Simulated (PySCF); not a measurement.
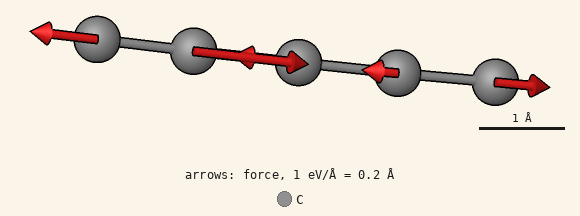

Starting geometry of C5 with the computed forces as red arrows. The picture is a ball-and-stick view, seen at a tilt.

The start comes from GFN2-xTB. Its atoms were then displaced at random by about 0.01 Å.

Theory: PBE0-D3(BJ)/def2-SVP geometry optimisation, gas phase in PySCF 2.14.0, density-fitted response routines. 

### What follows when this structure is relaxed?

It isn't relaxed: the largest force vector, on a C atom, is 7.40 eV/Å. The atoms end up moving mostly along the starting forces (cosine between the two patterns 0.86). The energy falls by 0.273 eV in 7 geometry steps. A C atom moves most after the best rigid fit: 0.037 Å. Among the contacts that change: C–C 1.238 → 1.293 Å, C–C 1.338 → 1.289 Å, C–C 1.270 → 1.289 Å.
